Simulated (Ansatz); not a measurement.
# BSiH$_{7}$O$_{2}$: geometry relaxation (part 2 of 2)

BSiH$_{7}$O$_{2}$; RKS B3LYP-D4/6-31G* (Ansatz 0.2.0). It belongs to a series of runs on one base structure; here: end point A relaxed.

Geometry of the input (Å):
```
B  -0.1398  -0.3422  -0.0430
O  -0.0521  -0.9253  1.2145
H  -0.8843  -0.8531  1.7006
O  0.9430  -0.3752  -0.8606
H  1.6884  -0.8229  -0.4278
H  -1.1452  0.1663  -0.4465
Si 0.1892  2.5818  1.1136
H  0.7677  3.5680  2.0709
H  0.9382  2.6460  -0.1667
H  -1.2372  2.9314  0.8648
H  0.2560  1.2280  1.6830
```

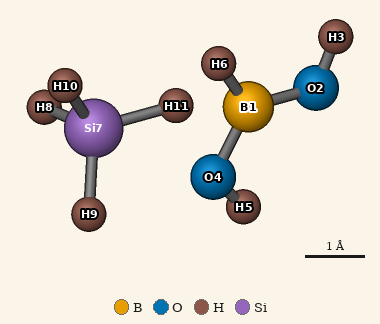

**Figure 1.** The geometry at step 18 of the log (ball-and-stick view, seen at a tilt; atoms are numbered from 1 in the order of the input).

**Trajectory as extended XYZ, continued**
```
11
Properties=species:S:1:pos:R:3:forces:R:3 step=9 energy=-12764.49547
B    -0.1640   -0.6074   -0.0955    0.0062   0.0028   0.0020
O    -0.0894   -1.3097    1.0768    0.0263   0.0049  -0.0237
H    -0.9095   -1.2559    1.5840   -0.0284  -0.0058   0.0140
O     0.9185   -0.5576   -0.9157   -0.0520   0.0156  -0.0139
H     1.6585   -1.0634   -0.5448    0.0406  -0.0150   0.0205
H    -1.1528   -0.0254   -0.4379    0.0024   0.0003   0.0045
Si    0.2149    2.9232    1.2033   -0.0051   0.0205  -0.0061
H     0.7467    3.9912    2.0911   -0.0011  -0.0057  -0.0025
H     1.0062    2.8771   -0.0510    0.0012  -0.0033   0.0046
H    -1.2087    3.2140    0.8887    0.0088  -0.0075  -0.0012
H     0.3034    1.6167    1.9040    0.0011  -0.0068   0.0017
11
Properties=species:S:1:pos:R:3:forces:R:3 step=10 energy=-12764.49637
B    -0.2124   -0.6192   -0.0804    0.1676   0.0095  -0.0148
O    -0.1018   -1.3688    1.0623   -0.0389   0.0636  -0.0829
H    -0.9311   -1.3951    1.5605    0.0530  -0.0073  -0.0492
O     0.8802   -0.4486   -0.8815   -0.3436   0.0080   0.0964
H     1.6492   -0.9201   -0.5287    0.0878  -0.0433   0.0649
H    -1.2393   -0.0923   -0.4069    0.0655  -0.0218  -0.0037
Si    0.2586    2.9279    1.1915   -0.0239   0.0590  -0.0165
H     0.7178    4.0489    2.0618   -0.0244  -0.0652  -0.0502
H     1.1081    2.8560   -0.0255   -0.0214   0.0125   0.0425
H    -1.1613    3.1623    0.8018    0.0853  -0.0220   0.0206
H     0.3557    1.6520    1.9478   -0.0070   0.0070  -0.0070
11
Properties=species:S:1:pos:R:3:forces:R:3 step=12 energy=-12764.50515
B    -0.2725   -0.6147   -0.0404    0.1075   0.0959  -0.0109
O    -0.1063   -1.4019    1.0663   -0.1967  -0.0619   0.0791
H    -0.9422   -1.5458    1.5397    0.2080   0.0450  -0.1175
O     0.8072   -0.3069   -0.8140    0.0815  -0.1210   0.1697
H     1.6233   -0.7056   -0.4552   -0.2366   0.0931  -0.0886
H    -1.3335   -0.1559   -0.3542    0.0145  -0.0526  -0.0274
Si    0.3125    2.9060    1.1466    0.0182   0.0000  -0.0159
H     0.6768    4.0228    2.0631   -0.0234  -0.0306  -0.0296
H     1.2362    2.8975   -0.0177   -0.0313   0.0082   0.0493
H    -1.0896    3.0869    0.6822    0.0462   0.0017  -0.0016
H     0.4120    1.6202    1.8865    0.0122   0.0224  -0.0065
11
Properties=species:S:1:pos:R:3:forces:R:3 step=13 energy=-12764.50971
B    -0.3320   -0.6107   -0.0032    0.1734  -0.0204  -0.2043
O    -0.1118   -1.4413    1.0644   -0.4526  -0.0451   0.1729
H    -0.9437   -1.6862    1.5182    0.4978   0.1690  -0.2926
O     0.7307   -0.1763   -0.7539   -0.0483  -0.2157   0.3978
H     1.5789   -0.5182   -0.4031   -0.3752   0.1228  -0.1110
H    -1.4349   -0.2551   -0.3279    0.1723  -0.0159   0.0333
Si    0.3703    2.8952    1.1159    0.0158   0.0753  -0.0559
H     0.6184    4.0269    2.0611   -0.0312  -0.0953  -0.0906
H     1.3708    2.9409    0.0112   -0.0875   0.0089   0.1180
H    -1.0097    3.0139    0.5600    0.1255  -0.0150   0.0315
H     0.4868    1.6137    1.8601    0.0100   0.0313   0.0009
11
Properties=species:S:1:pos:R:3:forces:R:3 step=14 energy=-12764.52295
B    -0.3667   -0.6425   -0.0151    0.1069   0.1833  -0.0270
O    -0.1124   -1.4457    1.0648   -0.3190  -0.0916   0.0696
H    -0.9321   -1.7370    1.5050    0.3431   0.1292  -0.2002
O     0.6794   -0.1289   -0.7342   -0.0397  -0.2157   0.2547
H     1.5385   -0.4196   -0.3697   -0.2954   0.0794  -0.0861
H    -1.4834   -0.3381   -0.3457    0.1731  -0.0778  -0.0105
Si    0.4037    2.8983    1.1136   -0.0223   0.0632  -0.0381
H     0.5994    4.0492    2.0459   -0.0223  -0.0805  -0.0719
H     1.4311    2.9566    0.0376   -0.0532  -0.0048   0.0852
H    -0.9613    2.9784    0.5181    0.1092  -0.0135   0.0310
H     0.5276    1.6322    1.8826    0.0197   0.0289  -0.0067
11
Properties=species:S:1:pos:R:3:forces:R:3 step=15 energy=-12764.53657
B    -0.4321   -0.6458   -0.0037   -0.0368  -0.1847  -0.2550
O    -0.1120   -1.4479    1.0591   -0.1574   0.0914   0.0248
H    -0.9023   -1.8259    1.4723    0.0915   0.0134  -0.0328
O     0.5728   -0.0334   -0.6967   -0.0310  -0.0111   0.1310
H     1.4475   -0.2525   -0.3263   -0.1953   0.0403  -0.0206
H    -1.5687   -0.5021   -0.3947    0.3126   0.0631   0.1592
Si    0.4641    2.8955    1.1113   -0.1002   0.0520   0.0259
H     0.5401    4.0934    2.0010   -0.0064  -0.0831  -0.0654
H     1.5509    2.9684    0.1041    0.0172   0.0017  -0.0037
H    -0.8636    2.8796    0.4313    0.1233  -0.0238   0.0667
H     0.6270    1.6736    1.9451   -0.0174   0.0409  -0.0298
11
Properties=species:S:1:pos:R:3:forces:R:3 step=17 energy=-12764.54826
B    -0.4534   -0.6559   -0.0078   -0.0203   0.0158   0.0113
O    -0.1160   -1.4471    1.0552   -0.0836  -0.0425   0.0195
H    -0.8904   -1.8840    1.4386    0.0777   0.0287  -0.0247
O     0.5220    0.0380   -0.6572    0.0669   0.0054   0.0110
H     1.3960   -0.1299   -0.2646   -0.0776  -0.0020  -0.0201
H    -1.5804   -0.5375   -0.3954    0.0341  -0.0107   0.0021
Si    0.4873    2.8781    1.0987    0.0014   0.0046  -0.0069
H     0.5328    4.0931    1.9561   -0.0014   0.0119   0.0068
H     1.5931    2.9462    0.1104    0.0028  -0.0074  -0.0010
H    -0.8225    2.8198    0.4054   -0.0047  -0.0001  -0.0031
H     0.6553    1.6821    1.9634    0.0049  -0.0038   0.0051
11
Properties=species:S:1:pos:R:3:forces:R:3 step=18 energy=-12764.54811 accepted=F
B    -0.4568   -0.6520   -0.0109   -0.0794  -0.0416   0.0637
O    -0.1195   -1.4570    1.0419    0.0629  -0.0032   0.0126
H    -0.8838   -1.9039    1.4304    0.0052   0.0253  -0.0488
O     0.5180    0.0559   -0.6470   -0.0082  -0.0479   0.0191
H     1.3866   -0.1307   -0.2539    0.0089   0.0238  -0.0071
H    -1.5847   -0.5423   -0.3933    0.0087   0.0358  -0.0400
Si    0.4908    2.8805    1.0987    0.0007   0.0080  -0.0082
H     0.5330    4.1061    1.9417   -0.0006   0.0079   0.0042
H     1.5978    2.9385    0.1111    0.0009  -0.0046   0.0009
H    -0.8186    2.8119    0.4051   -0.0015   0.0007   0.0004
H     0.6610    1.6958    1.9787    0.0025  -0.0043   0.0033
11
Properties=species:S:1:pos:R:3:forces:R:3 step=19 energy=-12764.54869
B    -0.4554   -0.6552   -0.0075   -0.0063  -0.0107   0.0092
O    -0.1169   -1.4525    1.0505   -0.0106  -0.0052   0.0015
H    -0.8869   -1.8934    1.4344    0.0162   0.0044  -0.0095
O     0.5199    0.0425   -0.6533    0.0141   0.0016   0.0052
H     1.3913   -0.1314   -0.2606   -0.0149   0.0012  -0.0028
H    -1.5808   -0.5393   -0.3961   -0.0013   0.0034  -0.0043
Si    0.4885    2.8818    1.0989    0.0031  -0.0081  -0.0021
H     0.5332    4.1000    1.9525    0.0022   0.0061  -0.0018
H     1.5949    2.9420    0.1106   -0.0001   0.0036   0.0007
H    -0.8214    2.8200    0.4057   -0.0027   0.0024  -0.0022
H     0.6572    1.6885    1.9678    0.0003   0.0012   0.0060
11
Properties=species:S:1:pos:R:3:forces:R:3 step=21 energy=-12764.54949
B    -0.4720   -0.6753   -0.0039    0.0625   0.0117   0.0123
O    -0.1198   -1.5071    1.0230   -0.0067   0.0026  -0.0112
H    -0.8785   -1.9847    1.3851    0.0121   0.0142  -0.0192
O     0.4921    0.0715   -0.6139   -0.0547  -0.0380   0.0242
H     1.3631   -0.1027   -0.2223    0.0275   0.0005   0.0078
H    -1.5955   -0.5692   -0.3955   -0.0371   0.0046  -0.0120
Si    0.5038    2.9092    1.0974    0.0144  -0.0134   0.0047
H     0.5520    4.1508    1.9175    0.0010  -0.0022  -0.0053
H     1.6149    2.9381    0.1122   -0.0078   0.0035   0.0035
H    -0.8040    2.8326    0.4031   -0.0088   0.0083  -0.0029
H     0.6678    1.7396    2.0002   -0.0024   0.0081  -0.0019
11
Properties=species:S:1:pos:R:3:forces:R:3 step=22 energy=-12764.54989
B    -0.4779   -0.6859    0.0068    0.1027  -0.0274  -0.0121
O    -0.1200   -1.5584    0.9992   -0.0500   0.0313  -0.0317
H    -0.8765   -2.0558    1.3411    0.0414   0.0391  -0.0330
O     0.4834    0.0871   -0.5774   -0.0788  -0.0645   0.0652
H     1.3561   -0.0986   -0.1941    0.0133   0.0040   0.0040
H    -1.6015   -0.5733   -0.3844   -0.0262   0.0142   0.0098
Si    0.5084    2.9302    1.0934    0.0262   0.0089   0.0047
H     0.5755    4.1842    1.8938    0.0017  -0.0072  -0.0013
H     1.6164    2.9348    0.1037   -0.0141  -0.0037   0.0092
H    -0.8034    2.8652    0.4059   -0.0094  -0.0057  -0.0039
H     0.6633    1.7735    2.0148   -0.0069   0.0110  -0.0109
11
Properties=species:S:1:pos:R:3:forces:R:3 step=23 energy=-12764.55002
B    -0.4784   -0.6990    0.0109    0.0770   0.0327   0.0942
O    -0.1199   -1.6042    0.9757   -0.0305   0.0655  -0.1110
H    -0.8752   -2.1123    1.3026    0.0219   0.0340  -0.0310
O     0.4814    0.0987   -0.5434   -0.0873  -0.1252   0.0647
H     1.3541   -0.1016   -0.1668    0.0103   0.0103  -0.0041
H    -1.6063   -0.5617   -0.3632    0.0089  -0.0198  -0.0121
Si    0.5105    2.9501    1.0881    0.0161  -0.0066   0.0079
H     0.5959    4.2103    1.8782    0.0007  -0.0130  -0.0128
H     1.6134    2.9307    0.0926   -0.0151   0.0040   0.0158
H    -0.8060    2.8916    0.4079   -0.0011   0.0022  -0.0018
H     0.6542    1.8003    2.0202   -0.0009   0.0160  -0.0099
11
Properties=species:S:1:pos:R:3:forces:R:3 step=25 energy=-12764.55064 accepted=F
B    -0.4743   -0.6927    0.0277    0.0039   0.0531  -0.0739
O    -0.1144   -1.6370    0.9470    0.0671   0.0266   0.0249
H    -0.8743   -2.1240    1.2906   -0.0322  -0.0233  -0.0144
O     0.4866    0.0991   -0.5294   -0.0670  -0.0672   0.0464
H     1.3622   -0.1253   -0.1764    0.0600   0.0061   0.0050
H    -1.6045   -0.5256   -0.3230   -0.0343   0.0033   0.0112
Si    0.5058    2.9545    1.0841    0.0023  -0.0030   0.0045
H     0.5906    4.2154    1.8724   -0.0034  -0.0063  -0.0062
H     1.6157    2.9315    0.0983    0.0009  -0.0012   0.0039
H    -0.8052    2.9005    0.3928   -0.0010   0.0032  -0.0008
H     0.6357    1.8062    2.0189    0.0037   0.0090  -0.0007
11
Properties=species:S:1:pos:R:3:forces:R:3 step=26 energy=-12764.55119
B    -0.4795   -0.6949    0.0238    0.0137   0.0037  -0.0138
O    -0.1168   -1.6278    0.9554   -0.0055   0.0100  -0.0039
H    -0.8747   -2.1310    1.2819    0.0018  -0.0002  -0.0070
O     0.4806    0.1002   -0.5274   -0.0066  -0.0229   0.0255
H     1.3567   -0.1138   -0.1661   -0.0060   0.0064  -0.0088
H    -1.6099   -0.5424   -0.3370    0.0027   0.0009   0.0085
Si    0.5104    2.9544    1.0850   -0.0027   0.0088   0.0021
H     0.5902    4.2189    1.8672    0.0002   0.0012   0.0004
H     1.6180    2.9343    0.0968    0.0015  -0.0041  -0.0019
H    -0.8028    2.8929    0.3983    0.0023  -0.0041   0.0006
H     0.6518    1.8120    2.0250   -0.0015   0.0003  -0.0018
```

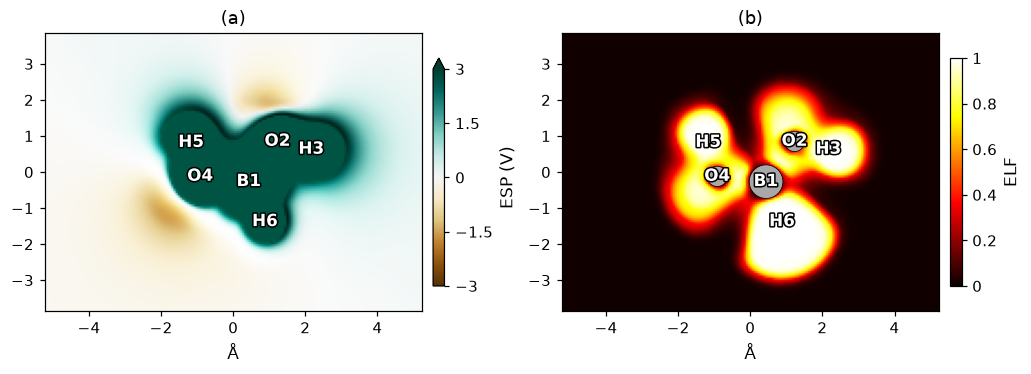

**Figure 2.** (a) molecular electrostatic potential; (b) ELF on the plane of atoms B1, O2 and H3. Grey discs, where drawn, cover atomic cores. O–H (0.97 Å): the ELF climbs to about 1 towards the hydrogen, as it does in any bond to H (a covalent bond by its length). B–H (1.20 Å): the ELF climbs to about 1 towards the hydrogen; a covalent bond by its length.

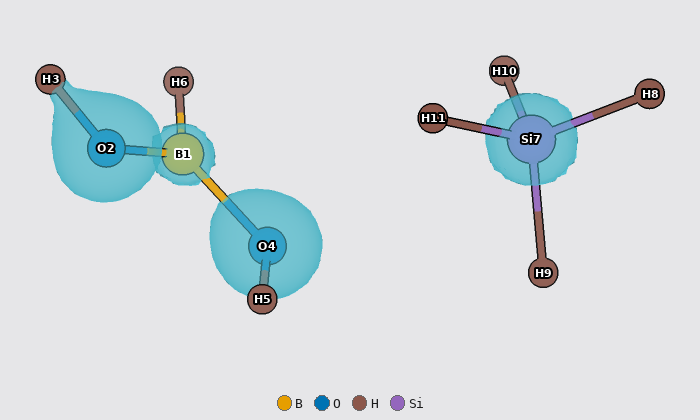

**Figure 3.** Isosurface of the total electron density at 2 e/Å³ (cyan), seen face on. At this value the surface falls into eight separate pieces. It is pinched off along the Si···O (3.28 Å), B–O (1.36 Å) and B–H (1.20 Å) contacts. On the grid the lowest density along these lines, outside the cores, is 0.05 e/Å³ (Si···O, 3.28 Å), 1.5 e/Å³ (B–O, 1.36 Å), 2.3 e/Å³ (O–H, 0.97 Å) and 1.3 e/Å³ (B–H, 1.20 Å).

**Summary**

| quantity | value |
| --- | --- |
| outcome | converged |
| total energy | −12764.5515 eV |
| mean-field energy | −12764.3214 eV |
| largest force (length of the vector) at the end | 0.035 eV/Å |
| hardware | 2 threads of Arm Neoverse V2, 24 GiB of memory available, shared host |
| wall time | 44 s (CPU time 83 s) |
| peak memory | 0.15 GiB |
